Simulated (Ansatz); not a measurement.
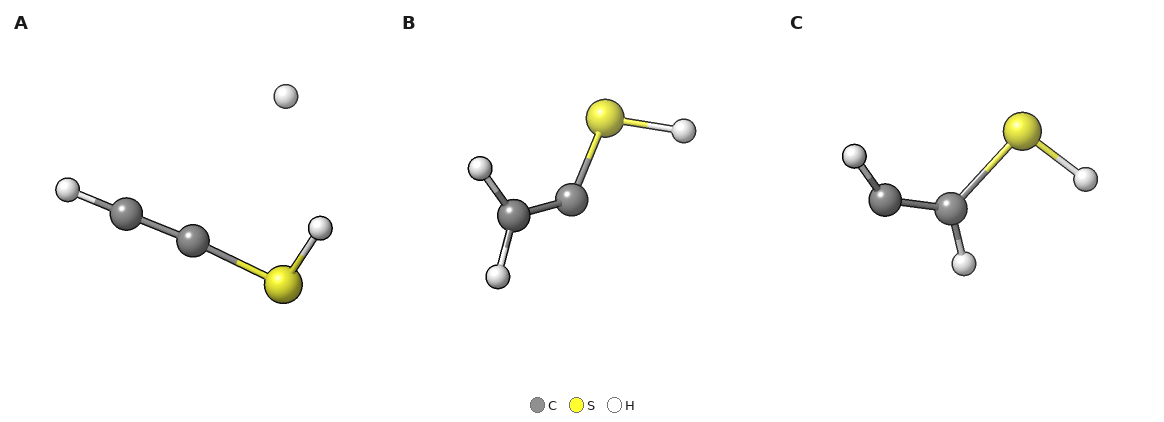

3 stationary structures of one formula. State: neutral, doublet. Geometries: PBE0-D4/def2-TZVP. Electronic energies: UHF-CCSD(T) (frozen core)/def2-TZVPP (Ansatz 0.2.0), without zero-point energy. No frequency run is at hand to confirm each as a minimum.

> Which is lowest in energy, and by how much?

B is lowest (C1); C lies 30.4 kJ/mol above it (C1), A lies 199.2 kJ/mol above it (C1).

The determinant isn't a pure spin state (⟨S²⟩ up to 0.96).
